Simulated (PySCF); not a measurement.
SMILES C/C=C\C#N (C₄H₅N) at its PBE/def2-SVP optimised geometry (Å):

```
10

C      1.4850    -1.2812     0.0000
C     -0.0072    -1.2812     0.0000
C     -0.8100    -0.1863     0.0000
C     -0.3188     1.1558     0.0016
N      0.0705     2.2650     0.0036
H      1.8755    -1.8279     0.8854
H      1.9064    -0.2575     0.0025
H      1.8752    -1.8231    -0.8885
H     -0.5086    -2.2650    -0.0002
H     -1.9064    -0.3017    -0.0005
```

Method: PBE/def2-TZVP (PySCF).

Map of the Laplacian of the electron density (e/bohr⁵) on the plane z = 1.2 Å:

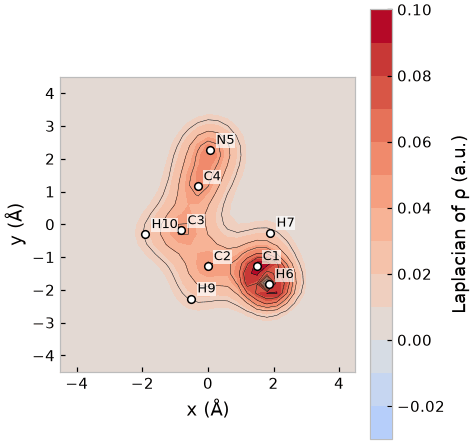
Fig. 1. Laplacian of the electron density (e/bohr⁵) on the plane z = 1.2 Å.
